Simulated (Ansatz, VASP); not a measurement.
# NiPS3: VASP beside Ansatz, part 2 of 2

Wanted: the spread between two codes on one cell, functional and k mesh.

VASP 6.6.1 and Ansatz 0.2.0.

So far. Step 2 (VASP: single point, PBEsol, DFT+U): The run ends at a pressure of -1.57 GPa, with forces up to 0.32 eV/Å.

In doubt: warnings of the run leave room for a lower electronic state, so energies may not be the lowest and differences between runs may mislead.

## 3. Ansatz: single point, PBEsol, DFT+U

Level of this step: Ansatz beside VASP: Kohn-Sham DFT, plane waves, PBEsol, DFT+U (Ansatz).

Ansatz runs on its default PAW (the set named soft_2) files.

The same cell, functional, mesh and smearing now go to Ansatz, which takes its cutoff from its data sets.

The input, input.yaml:

```yaml
crystal:
  lattice:
    - [2.909775, -5.042021, 0.0]
    - [5.81955, 10.084042, 0.0]
    - [-1.926332, 0.0, 6.62143]
  atoms:
    - { symbol: Ni, position: [0.333132, 0.333434, 0.0], spin: 2.0 }
    - { symbol: Ni, position: [0.333132, 0.833434, 0.0], spin: -2.0 }
    - { symbol: Ni, position: [0.666868, 0.166566, 0.0], spin: -2.0 }
    - { symbol: Ni, position: [0.666868, 0.666566, 0.0], spin: 2.0 }
    - { symbol: P, position: [0.055214, 0.027607, 0.164881] }
    - { symbol: P, position: [0.055214, 0.527607, 0.164881] }
    - { symbol: P, position: [0.944786, 0.472393, 0.835119] }
    - { symbol: P, position: [0.944786, 0.972393, 0.835119] }
    - { symbol: S, position: [0.076291, 0.211024, 0.229231] }
    - { symbol: S, position: [0.076291, 0.711024, 0.229231] }
    - { symbol: S, position: [0.577952, 0.4618545, 0.770769] }
    - { symbol: S, position: [0.577952, 0.9618545, 0.770769] }
    - { symbol: S, position: [0.269521, 0.1347605, 0.770654] }
    - { symbol: S, position: [0.269521, 0.6347605, 0.770654] }
    - { symbol: S, position: [0.730479, 0.3652395, 0.229346] }
    - { symbol: S, position: [0.730479, 0.8652395, 0.229346] }
    - { symbol: S, position: [0.422048, 0.0381455, 0.229231] }
    - { symbol: S, position: [0.422048, 0.5381455, 0.229231] }
    - { symbol: S, position: [0.923709, 0.288976, 0.770769] }
    - { symbol: S, position: [0.923709, 0.788976, 0.770769] }
hamiltonian:
  xc: pbesol
  pseudopotentials: { kind: paw }
  hubbard: { sites: [{ species: Ni, l: d, u_eff: 6.0 }] }
magnetization:
  spin_polarized: true
kpoints:
  mp_grid: { grid: [6, 3, 4] }
scf:
  occupations: { method: fermi_dirac, width: 0.02 }
  n_extra_bands: 15
output:
  forces: true
  stress: true
  eigenvalues: true
```

The run is started by

```
ansatz run input.yaml --threads 4 --pin off --max-ram 18432MiB --backend cpu --events-out ev --progress --plain --runs-dir out
```

Numbers of over 12 decimals in the logs are rounded to 6 here.

Log:

```text
Ni: projections on atomic orbitals take those of the free atom [Ne] 3s2 3p6 3d8 4s2, of charge +0.00 (hamiltonian.pseudopotentials.projection_atoms); the dataset's partial waves leave at most 1.6e-6 of an orbital's norm unspanned inside its sphere
P: projections on atomic orbitals take those of the free atom [Ne] 3s2 3p3, of charge +0.00 (hamiltonian.pseudopotentials.projection_atoms); the dataset's partial waves leave at most 1.0e-7 of an orbital's norm unspanned inside its sphere
S: projections on atomic orbitals take those of the free atom [Ne] 3s2 3p4, of charge +0.00 (hamiltonian.pseudopotentials.projection_atoms); the dataset's partial waves leave at most 1.6e-7 of an orbital's norm unspanned inside its sphere
scf.n_extra_bands = 15 over 82 filled bands (N_el = 164.0): the run solves 97 bands
Engine: ansatz 0.2.0, aarch64-unknown-linux-gnu
Pseudopotentials: kind: paw
Pseudopotential: Ni, paw, valence charge 18, recommended cutoff 420 eV (normal), Ni.paw.azcp
Pseudopotential: P, paw, valence charge 5, recommended cutoff 420 eV (normal), P.paw.azcp
Pseudopotential: S, paw, valence charge 6, recommended cutoff 420 eV (normal), S.paw.azcp
Functional definition: PBEsol
  exchange = pbesol_x
  correlation = pbesol_c
Crystal: 20 atoms, lattice volume = 388.576 Å³
Basis set: ecut = 420 eV, 7579 PW (Γ), exchange–correlation on 80×160×96 points (8 copies of the dense FFT grid, shifted against one another)
Bands: 97, of which v1, the nominal top of the filled ones, is band 82 counted from 1 (81 counted from 0)
Symmetry: 2 space group operations
Space group: P-1 (ITA 2), of the structure as read, at distance tolerance 7.3e-5 Å
Magnetic group: BNS 2.7 (UNI 7), of the structure as read, at distance tolerance 7.3e-5 Å
k-points: 38 of 72
Non-local potential: Ni, projectors of the file, l = 0: 3, l = 1: 2, l = 2: 3, l = 3: 1
Non-local potential: P, projectors of the file, l = 0: 2, l = 1: 2, l = 2: 2
Non-local potential: S, projectors of the file, l = 0: 2, l = 1: 2, l = 2: 2
PAW form: soft (Blöchl's): semilocal exchange-correlation on the pseudo side does not see the compensation charge
PAW frozen core: Ni, regenerated for the run's functional, and the local potential with it (the file was generated under x = pbe(κ = 0.804, μ = 0.219515), c = pbe(β = 0.066725))
PAW frozen core: P, regenerated for the run's functional, and the local potential with it (the file was generated under x = pbe(κ = 0.804, μ = 0.219515), c = pbe(β = 0.066725))
PAW frozen core: S, regenerated for the run's functional, and the local potential with it (the file was generated under x = pbe(κ = 0.804, μ = 0.219515), c = pbe(β = 0.066725))
PAW one-centre angular grid: Ni, 590 points (default); XC on 64 Gauss nodes
PAW one-centre angular grid: P, 110 points (default); XC on 64 Gauss nodes
PAW one-centre angular grid: S, 110 points (default); XC on 64 Gauss nodes
Initial density: superposition of atomic densities (chi_scale 0.1, normalization cell, long waves kept (reshape's long-wave potential 0.11 eV rms))
Starting moments: Σ|m| = 8 μB on 4 of 20 sites
Starting magnetic order: antiferromagnet; a translation exchanges its spin sublattices: spin-degenerate at every k-point
Initial wavefunctions: pseudopotential atomic-orbital guess
Functional: x = pbesol(κ = 0.804, μ = 0.123457), c = pbesol(β = 0.046)
SCF iter   1: F=—  HF=-36807.320625 eV  |F-HF|=—  |Δ(HF+E_count)|=         —  Δρ=1.18e-1 (↑1.18e-1 ↓1.18e-1)  dr2=1.37e2  dr2_m=2.20e1  M=0.000 μB ∫|m|=2.071 μB  β_m=0.30  ethr=3.10e-3  ⟨swp⟩=8.1  Hψ=16850  notcnv=0  defer=7
preconditioner: auto → Kerker (q_TF=auto, 2.363 Å⁻¹)  [metal: Δε(μ)=0.007 eV  Ē_g=9.175 eV  σ=0.020 eV  W_gap=0.09  n_scr=90 (ndim 8)  ℏωp=21.6 eV  f_vac=0.053  D(μ)=19.74/eV (n_scr^D=178)]
spin=Collinear: Kerker preconditioning applied to the charge; magnetization (m = ρ↑ − ρ↓) channel mixes plain (no charge-response kernel on spin).
SCF iter   2: F=—  HF=-36795.847413 eV  |F-HF|=—  |Δ(HF+E_count)|=    1.15e1  Δρ=3.35e-2 (↑3.35e-2 ↓3.35e-2)  dr2=1.08e1  dr2_m=8.13e-1  M=0.000 μB ∫|m|=6.735 μB  β_m=0.30  ethr=3.10e-3  ⟨swp⟩=4.0  Hψ=9834  notcnv=0  defer=236
preconditioner: auto → Resta (q_TF=auto, 2.363 Å⁻¹)  ε∞=7.7  [insulator: Δε(μ)=0.055 eV  Ē_g=8.385 eV  σ=0.020 eV  W_gap=0.59  n_scr=90 (ndim 8)  ℏωp=21.6 eV  f_vac=0.043  D(μ)=2.57/eV (n_scr^D=8)  ε∞_Penn≈7.7]
spin=Collinear: Resta preconditioning applied to the charge; magnetization (m = ρ↑ − ρ↓) channel mixes plain (no charge-response kernel on spin).
SCF iter   3: F=—  HF=-36794.962479 eV  |F-HF|=—  |Δ(HF+E_count)|=   8.85e-1  Δρ=2.05e-2 (↑2.05e-2 ↓2.05e-2)  dr2=7.34e0  dr2_m=6.36e-1  M=0.000 μB ∫|m|=6.571 μB  β_m=0.30  ethr=3.10e-3  ⟨swp⟩=2.2  Hψ=7553  notcnv=0  defer=243
SCF iter   4: F=—  HF=-36794.363582 eV  |F-HF|=—  |Δ(HF+E_count)|=   5.99e-1  Δρ=1.49e-2 (↑1.49e-2 ↓1.49e-2)  dr2=1.36e0  dr2_m=4.63e-1  M=0.000 μB ∫|m|=7.185 μB  β_m=1.00  ethr=3.10e-3  ⟨swp⟩=3.0  Hψ=6567  notcnv=0  defer=261
SCF iter   5: F=—  HF=-36795.275268 eV  |F-HF|=—  |Δ(HF+E_count)|=   9.12e-1  Δρ=7.10e-3 (↑7.10e-3 ↓7.10e-3)  dr2=5.53e-1  dr2_m=1.93e-2  M=0.000 μB ∫|m|=7.394 μB  β_m=1.00  ethr=8.29e-4  ⟨swp⟩=2.9  Hψ=5145  notcnv=0  defer=261
[...]
SCF iter   9: F=—  HF=-36796.900309 eV  |F-HF|=—  |Δ(HF+E_count)|=   3.96e-1  Δρ=3.80e-3 (↑3.80e-3 ↓3.80e-3)  dr2=1.21e-1  dr2_m=2.85e-2  M=0.000 μB ∫|m|=7.585 μB  β_m=0.63  ethr=2.08e-5  ⟨swp⟩=3.7  Hψ=8134  notcnv=0  defer=382
SCF iter  10: F=—  HF=-36796.945608 eV  |F-HF|=—  |Δ(HF+E_count)|=   4.53e-2  Δρ=2.64e-4 (↑2.64e-4 ↓2.64e-4)  dr2=8.44e-4  dr2_m=7.77e-5  M=0.000 μB ∫|m|=7.584 μB  β_m=0.81  ethr=2.08e-5  ⟨swp⟩=2.8  Hψ=6846  notcnv=0  defer=386
SCF iter  11: F=—  HF=-36796.945977 eV  |F-HF|=—  |Δ(HF+E_count)|=   3.69e-4  Δρ=3.44e-4 (↑3.44e-4 ↓3.44e-4)  dr2=8.90e-4  dr2_m=1.18e-4  M=0.000 μB ∫|m|=7.573 μB  β_m=0.91  ethr=5.14e-7  ⟨swp⟩=3.0  Hψ=7501  notcnv=0  defer=372
SCF iter  12: F=—  HF=-36796.946001 eV  |F-HF|=—  |Δ(HF+E_count)|=   2.44e-5  Δρ=1.05e-4 (↑1.05e-4 ↓1.05e-4)  dr2=8.70e-5  dr2_m=9.74e-6  M=0.000 μB ∫|m|=7.574 μB  β_m=0.95  ethr=5.14e-7  ⟨swp⟩=2.0  Hψ=4349  notcnv=0  defer=372
SCF iter  13: F=—  HF=-36796.946025 eV  |F-HF|=—  |Δ(HF+E_count)|=   2.40e-5  Δρ=3.59e-5 (↑3.59e-5 ↓3.59e-5)  dr2=8.03e-6  dr2_m=1.74e-6  M=0.000 μB ∫|m|=7.575 μB  β_m=0.98  ethr=5.31e-8  ⟨swp⟩=2.0  Hψ=6380  notcnv=0  defer=372
SCF iter  14: F=—  HF=-36796.946035 eV  |F-HF|=—  |Δ(HF+E_count)|=   9.55e-6  Δρ=1.22e-5 (↑1.22e-5 ↓1.22e-5)  dr2=5.27e-7  dr2_m=2.37e-7  M=0.000 μB ∫|m|=7.574 μB  β_m=0.99  ethr=4.90e-9  ⟨swp⟩=2.6  Hψ=6733  notcnv=0  defer=372
SCF iter  15: F=—  HF=-36796.946037 eV  |F-HF|=—  |Δ(HF+E_count)|=   1.48e-6  Δρ=5.68e-6 (↑5.68e-6 ↓5.68e-6)  dr2=3.16e-7  dr2_m=1.25e-8  M=0.000 μB ∫|m|=7.574 μB  β_m=0.97  ethr=3.22e-10  ⟨swp⟩=2.9  Hψ=7467  notcnv=0  defer=372
SCF iter  16: F=-36796.946037 eV  HF=-36796.946037 eV  |F-HF|=1.44e-8  |Δ(HF+E_count)|=   3.79e-8  Δρ=1.38e-6 (↑1.38e-6 ↓1.38e-6)  dr2=2.68e-8  dr2_m=1.43e-9  M=0.000 μB ∫|m|=7.574 μB  ethr=6.10e-11  ⟨swp⟩=13.2  Hψ=22295  notcnv=0
SCF 1 converged in 16 iterations: F = -36796.946037 eV  dr2 = 2.68e-8
  greatest PAW one-centre occupation: 1.002 electrons in one spin orbital (limit 2), on the Ni atom at site 3 (counted from 0), in its partial waves of l = 1
WARN: an SCF from antiferromagnetic starting moments (-2.00, 2.00, -2.00, 2.00, 0.00, 0.00, 0.00, 0.00, 0.00, 0.00, 0.00, 0.00, 0.00, 0.00, 0.00, 0.00, 0.00, 0.00, 0.00, 0.00 Bohr magnetons, atom by atom) was not made, by what the run has read of turns of its moments that order reads lower: the deck asks for what bars it, or types moments that do (magnetization.spin_polarized, in the input reference, names some of th [...]
SCF converged after 16 iterations
Magnetization: 0.0000 μB (82.0000 up, 82.0000 down)
Absolute magnetization: 7.5697 μB (∫|ρ↑−ρ↓|, with the PAW one-centre terms)
Spin contamination: 4.0106 ħ² per cell (⟨S²⟩ above its minimum at these occupations)
Per-site moments (μB) at R_I (Å): [(1.487450, 1.003862), (-1.487450, 1.003862), (-1.487450, 1.003862), (1.487450, 1.003862), (-0.00272628, 0.848414), (0.00272628, 0.848414), (0.00272628, 0.848414), (-0.00272628, 0.848414), (0.00150675, 0.848414), (-0.00150675, 0.848414), (0.080896, 0.848414), (-0.080896, 0.848414), (0.00138397, 0.849226), (-0.00138397, 0.849226), (-0.00138397, 0.849226), (0.00138397, 0.849226), (-0.080896, 0.848414), (0.080896, 0.848414), (-0.00150675, 0.848414), (0.00150675, 0.848414)]
Free energy (F): -36796.946037 eV
Harris-Foulkes:  -36796.946037 eV  (|F-HF|=1.44e-8)
Internal energy: -36796.946037 eV  (E = F + TS)
E sigma→0 (E₀):  -36796.946037 eV
Fermi energy:    6.930335 eV
--- Per-component energies (eV) ---
  E_band       = -2100.503647
  E_kinetic    = 2680.920759
  E_local      = -27397.386688  (includes V_loc(G=0)·N_el)
  E_nonlocal   = 3043.885320
  E_hartree    = 11787.430870
  E_xc         = -1729.720123
  E_vxc        = -1720.731453  (∫ρ·V_xc dr)
  E_hubbard    = 5.582988  (on-site DFT+U / exact-exchange correction)
  E_vhub       = -90.527776  (the Hubbard potential's part of the band-sum identity)
  E_paw        = -15612.585974  (= ΣΔE_a)
  E_vpaw       = -2191.544909  (= ΣTr[D̂ρ^β])
  E_aug_tail   = 0.002049  (compensation charges beyond the density's cutoff)
  E_ewald      = -9576.792170
  E_core_change = 1.716931  (= ΣΔE_core)
  E_smearing   = -0.000000  (= −TS)
  E_closure    = 0.000000  (closes the sum)
  Σ components = -36796.946037   (vs F -36796.946037, Δ=0.00e0)
--- Forces (eV/Å), atoms counted from 1 ---
  atom   1  Ni    -0.00881951    -0.00325215    -0.00026641
  atom   2  Ni    -0.00881951    -0.00325215    -0.00026641
  atom   3  Ni     0.00881951     0.00325215     0.00026641
  atom   4  Ni     0.00881951     0.00325215     0.00026641
  atom   5  P      0.00743699     0.00278500    -0.32360410
  atom   6  P      0.00743699     0.00278500    -0.32360410
  atom   7  P     -0.00743699    -0.00278500     0.32360410
  atom   8  P     -0.00743699    -0.00278500     0.32360410
  atom   9  S     -0.13118880    -0.22393671     0.20435825
  atom  10  S     -0.13118880    -0.22393671     0.20435825
  atom  11  S      0.12850895    -0.22020782    -0.19766818
  atom  12  S      0.12850895    -0.22020782    -0.19766818
  atom  13  S     -0.25953032    -0.00039738    -0.21418033
  atom  14  S     -0.25953032    -0.00039738    -0.21418033
  atom  15  S      0.25953032     0.00039738     0.21418033
  atom  16  S      0.25953032     0.00039738     0.21418033
  atom  17  S     -0.12850895     0.22020782     0.19766818
  atom  18  S     -0.12850895     0.22020782     0.19766818
  atom  19  S      0.13118880     0.22393671    -0.20435825
  atom  20  S      0.13118880     0.22393671    -0.20435825
  max |Σ_I F_I| component: 2.78e-17 eV/Å
--- Stress (GPa, compression-positive) ---
       -0.887708      -0.012384      -0.025734
       -0.012378      -0.920309      -0.002509
       -0.025707      -0.002553       0.699930
  P = ⅓ Tr σ = -0.3694 GPa (-3.694 kbar)
--- Band table (eV; the first three rows and the last of 76) ---
  k-point 0 ↑: bands = [... 78 lower, 5.4796, 5.5262, 6.0506, 6.1954, 7.7945, 7.8334, 8.2475, 8.2808, ... 11 higher]
  k-point 1 ↑: bands = [... 78 lower, 5.4824, 5.4995, 6.1127, 6.2002, 7.7860, 7.8342, 8.2819, 8.2927, ... 11 higher]
  k-point 2 ↑: bands = [... 78 lower, 5.4620, 5.4847, 6.1865, 6.2117, 7.7649, 7.8330, 8.2910, 8.3416, ... 11 higher]
  k-point 37 ↓: bands = [... 78 lower, 5.2773, 5.6627, 6.0457, 6.0956, 7.5907, 7.8466, 8.1823, 8.3788, ... 11 higher]
Occupation matrices written to <dir>
```

Run time: 85 s. Hardware: 4 threads of Arm Neoverse V1, shared host; peak memory 2.9 GiB.

The run ends at a pressure of -0.37 GPa, with forces up to 0.34 eV/Å.

## 4. Comparison

Known differences besides the PAW data sets themselves: U acts on the PAW sphere in VASP and on atomic orbitals in Ansatz, so only states and trends compare; the data sets hold 164 valence electrons in Ansatz (default PAW (the set named soft_2) files) and 132 in VASP; the cutoff is 420 eV in Ansatz and 350 eV in VASP (PREC = Normal, projectors in real space); Ansatz makes its cores anew for this functional, VASP keeps those of its PBE data sets; site moments are counted in spheres of each program's own size. Total energies have different zeros and are not compared.

Compared:

```csv
quantity,Ansatz,VASP,difference
pressure (GPa),-0.37,-1.57,+1.20
gap on the k mesh (eV),1.279,1.501,-0.222
moment on Ni1 (μB),1.49,1.55,-0.06
moment on Ni2 (μB),-1.49,-1.55,+0.06
moment on Ni3 (μB),-1.49,-1.55,+0.06
moment on Ni4 (μB),1.49,1.55,-0.06
moment on S11 (μB),0.08,0.09,-0.01
moment on S12 (μB),-0.08,-0.09,+0.01
moment on S18 (μB),0.08,0.09,-0.01
moment on S17 (μB),-0.08,-0.09,+0.01
```

Forces on 10 of the 20 atoms, picked by the larger force of the two programs (eV/Å; atoms numbered as in POSCAR):

```csv
atom,"Ansatz x, y, z","VASP x, y, z"
P5,"0.007, 0.003, -0.324","0.011, 0.004, -0.324"
P6,"0.007, 0.003, -0.324","0.011, 0.004, -0.324"
S9,"-0.131, -0.224, 0.204","-0.122, -0.209, 0.102"
S10,"-0.131, -0.224, 0.204","-0.122, -0.209, 0.102"
S13,"-0.260, 0.000, -0.214","-0.243, -0.002, -0.113"
S14,"-0.260, 0.000, -0.214","-0.243, -0.002, -0.113"
S15,"0.260, 0.000, 0.214","0.243, 0.002, 0.113"
S16,"0.260, 0.000, 0.214","0.243, 0.002, 0.113"
S19,"0.131, 0.224, -0.204","0.122, 0.209, -0.102"
S20,"0.131, 0.224, -0.204","0.122, 0.209, -0.102"
```

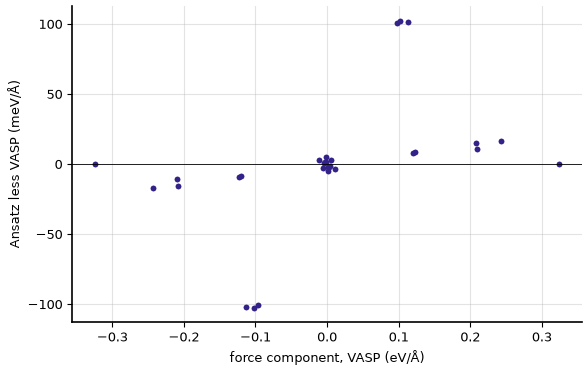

Difference of the force components against their size.

The forces differ by 46 meV/Å r.m.s., which is 31.9 % of the r.m.s. force of 0.14 eV/Å (both taken over all components).

## 5. Results

| Item | Value |
| --- | --- |
| difference in moment on Ni1 (single point, PBEsol, DFT+U) | -0.061 μB |

**Reading.** The difference in moment on Ni1 is -0.061 μB (single point, PBEsol, DFT+U). How closely two codes agree says nothing of how well the functional describes the real material.

[Lines on the potential files, build, host, timing and source positions are cut from VASP's logs without a mark.]

[Logs are printed without paths, hosts, clocks, repeated set-up lines and the standing remarks that a program may print on its own settings, such as how far it seeks lower states.]

[Hosts, paths, dates, database ids (printed as entryN), source tags and the programs' standing remarks are cut or masked in the printed files.]
